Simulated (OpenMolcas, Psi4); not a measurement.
**CH3ClF2Si: a line through the functionals**

CH3ClF2Si: 8 atoms, total charge 0, spin state singlet. SMILES: `C[Si](F)(F)Cl`. The shape is that of a PBE0-D4/def2-TZVP optimisation.

The dipole moment y, in D, basis def2-SVP; a is the functional's share of exact exchange. Programs: OpenMolcas 26.06, Psi4 1.11.

| functional | program | a | y (D) |
| --- | --- | --- | --- |
| BP86 | Psi4 | 0 | 2.17 |
| TPSS | OpenMolcas | 0 | 2.16 |
| B3LYP | OpenMolcas | 0.2 | ? |
| PBE0 | OpenMolcas | 0.25 | 2.30 |
| BHLYP | OpenMolcas | 0.5 | 2.36 |

Question: Fit y = c + s·a to the known rows and predict B3LYP.

Answer: 
1. Means of the 4 rows: a = 0.1875, y = 2.248.
2. Σ(Δa)² = 0.17188, Σ(Δa·Δy) = 0.069375, so the slope is 0.069375/0.17188 = 0.40362.
3. Intercept: 2.248 − (0.40362) × 0.1875 = 2.172. The largest residual of the fit is 0.027.
4. B3LYP: 2.172 + (0.40362) × 0.2 = 2.25 D.

The run gave 2.23 D, so the prediction is off by +0.02 D, within the largest residual. More exact exchange makes the molecule more polar here.

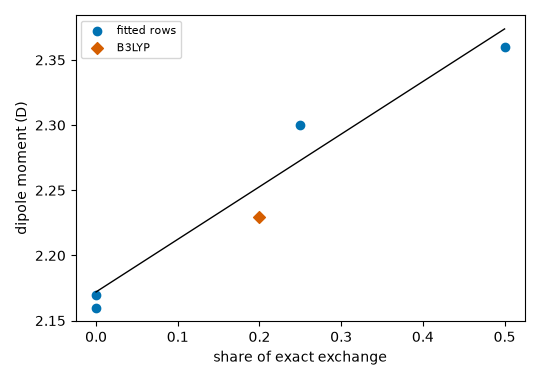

The fitted line, with the withheld row.
